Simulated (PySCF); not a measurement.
Molecule: SMILES [SeH][Cd][SeH] (H₂CdSe₂). Atoms near the plane z = 0.0 Å, at the CAM-B3LYP/def2-SVP optimised geometry (x, y, z in Å): Cd1 (-0.7, 0.0, 0.0), Se2 (-0.8, 2.5, 0.0), Se4 (-0.6, -2.5, 0.0), H5 (0.8, -2.5, 0.0).

Calculation: CAM-B3LYP/def2-TZVP, def2 effective core potentials past Kr (PySCF 2.14.0). The core electrons that the potentials of Cd replace are not part of the density. Cells within 0.4 Å of a nucleus heavier than hydrogen are left out (blank, or x). The values are rescaled to run from 0 to 1.

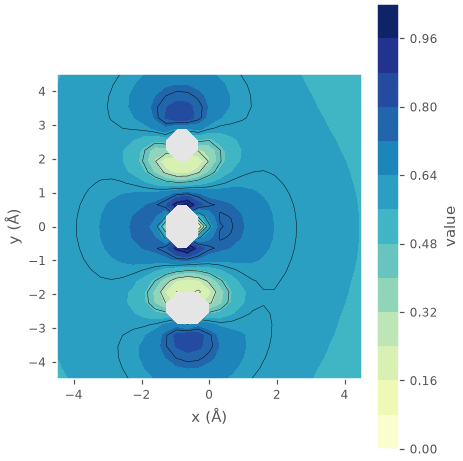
Figure: a field on the plane z = 0.0 Å.

Task: Which quantity is mapped?
(A) electrostatic potential
(B) Laplacian of the electron density
(C) an orbital amplitude
(D) electron localisation function

Result: C, an orbital amplitude. In full: LUMO amplitude (bohr^(-3/2)).
